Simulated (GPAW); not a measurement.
**WC/real-space grid (scalar-relativistic datasets, max step 0.3) run of CHP (methylidynephosphane)**

We compute a geometry optimisation of CHP (methylidynephosphane). 

The results are computed with GPAW 26.7.0.

6 further runs of the same task are left out: 2 that didn't finish, 4 set aside as unsound or not needed. Runs told in other sessions of the task aren't counted.

### Step 1. Starting point

CHP: 3 atoms, total charge 0, spin state singlet. SMILES: `C#P`. Geometry: relaxed at GFN2-xTB. The run starts from this shape.

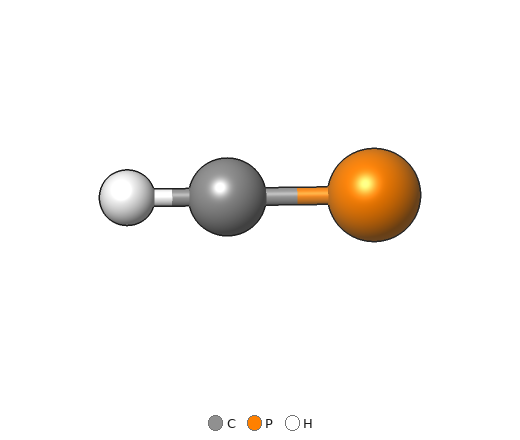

The structure, seen from a chosen angle (carbon grey, phosphorus orange, hydrogen white).

### Step 2. A structure relaxation at WC/real-space grid (scalar-relativistic datasets, max step 0.3)

Input file run.sdf:

```

     RDKit          3D

  3  2  0  0  0  0  0  0  0  0999 V2000
   -0.1371    0.0598   -0.0664 C   0  0  0  0  0  0  0  0  0  0  0  0
    1.1492   -0.5127    0.5742 P   0  0  0  0  0  0  0  0  0  0  0  0
   -1.0121    0.4528   -0.5078 H   0  0  0  0  0  0  0  0  0  0  0  0
  2  1  3  0
  3  1  1  0
M  END
$$$$
```

Input file relax.py:

```python
from ase.io import read, write
from ase.optimize import BFGS
from gpaw import GPAW, setup_paths
from gpaw.atom.configurations import parameters
from gpaw.atom.generator import Generator
from gpaw.utilities.adjust_cell import adjust_cell

system = read("run.sdf")
adjust_cell(system, 4.5, h=0.16)

for symbol in ["C", "H", "P"]:
    Generator(symbol, xcname="WC", scalarrel=True, nofiles=True, txt=None).run(**parameters[symbol])
setup_paths.insert(0, ".")

calc = GPAW(mode="fd", h=0.16, xc="WC", maxiter=150, txt="-")
system.calc = calc

opt = BFGS(system, trajectory="run.traj", maxstep=0.3)
converged = opt.run(fmax=0.02, steps=40)
print("Converged:", converged)
print(f"Final energy            {system.get_potential_energy():.5f} eV")
print(f"r(P1-C0)                {system.get_distance(1, 0):.4f} Ang")
print(f"r(H2-C0): {system.get_distance(2, 0):.4f} Ang")
write("relaxed.xyz", system)
```

Command:

```
$ OMP_NUM_THREADS=1 python relax.py
```

Standard output:

```text
[...]
Number of symmetries: 1
[...]
  Number of IBZ points: 1
[...]
Spin-components: 1 (collinear spins)
Bands:           9
[...]
  Valence electrons: 10.0
[...]
  Grid points: [72 64 64]
  Charge: 0.0  # |e|
[...]
    cutoffs:
[...]
occupation numbers:
  # Zero width
[...]
xc functional:
  name: WC with 2 nearest neighbor stencil
[...]
|iter     |     time |      energy | eigst |  dens |
[...]
|iter:   1| 00:00:03 |  -18.469933 | +1.26 |       |
[...]
Converged in 14 steps
[...]
dipole moment: (-0.062240, 0.028550, -0.032352)  # |e|*Ang
Fermi level: -4.721
[...]
Converged in 12 steps
[...]
Converged in 11 steps
[...]
|iter:   8| 00:00:57 |  -15.906508c| -7.71c| -5.16c|
Converged in 8 steps
[...]
Energy contributions relative to reference atoms: (reference = -10333.579252)
Energy contributions:
  Kinetic:          17.930448
  Coulomb:         -20.277906
  Zero:              0.034574
  External:          0.000000
  Xc:              -13.593624
  Entropy:           0.000000
  Spinorbit:         0.000000
  ----------------------------
  Free energy:     -15.906508
  Extrapolated:    -15.906508
dipole moment: (-0.064946, 0.029701, -0.033455)  # |e|*Ang
Fermi level: -4.714
Eigenvalues  # (at kpt = [0.000, 0.000, 0.000])
| band index |      eig [eV] | occ [0-2] |
|------------|---------------|-----------|
|          0 |       -17.677 |     2.000 |
|          1 |       -13.366 |     2.000 |
|          2 |        -8.835 |     2.000 |
|          3 |        -7.038 |     2.000 |
|          4 |        -7.038 |     2.000 |
|          5 |        -2.390 |     0.000 |
|          6 |        -2.389 |     0.000 |
|          7 |         0.076 |     0.000 |
|          8 |         0.564 |     0.000 |
Gap: 4.649 eV
Transition (v -> c):
[...]
Forces  # eV/Ang
|        x |        y |        z |
|----------|----------|----------|
|  0.00607 | -0.00334 | -0.00611 |  # C    0
|  0.00335 | -0.00336 |  0.01480 |  # P    1
| -0.01524 | -0.00100 | -0.00135 |  # H    2
Force computation time: 0.053  # s
BFGS:    3 hh:mm:ss      -15.906508        0.015542
Converged: True
Final energy            -15.90651 eV
r(P1-C0)                1.5432 Ang
r(H2-C0): 1.0808 Ang
```

It took 59 s on 1 thread of Arm Neoverse V1, shared host; peak memory 0.67 GiB.

Steps, from the record of the run:

```tsv
step	energy from the first frame kept (eV)	largest force (eV/Å)
0	0.0000	1.1947
1	-0.0033	1.2566
2	-0.0124	0.0888
3	-0.0125	0.0155
```

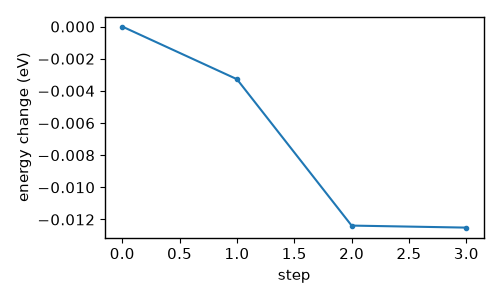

Energy along the run.

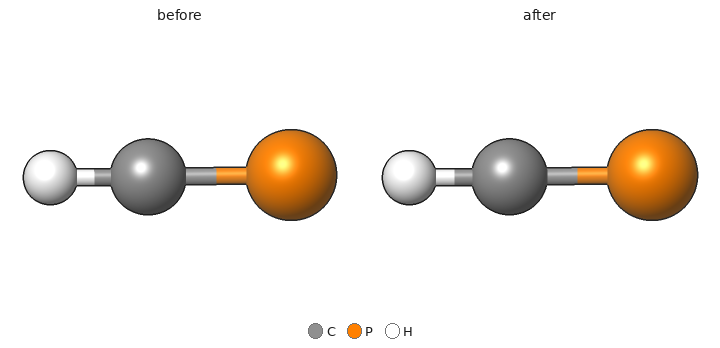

Before and after, at one scale.

After the run. Bond lengths: C1–P2 1.543 Å, C1–H3 1.081 Å. Angles: P2–C1–H3 179.8°.

### Step 3. Summary of results

Level: WC/real-space grid (scalar-relativistic datasets, max step 0.3).

```
                                              quantity        value
energy as printed (from the program's reference atoms)  -15.9065 eV
                                         dipole moment       0.38 D
                                           HOMO energy     -7.04 eV
                                           LUMO energy     -2.39 eV
                                         HOMO–LUMO gap      4.65 eV
```

What this shows: At the final geometry: Bond lengths: C1–P2 1.543 Å, C1–H3 1.081 Å. Angles: P2–C1–H3 179.8°. The optimisation took 3 steps and changed the energy by -0.013 eV.
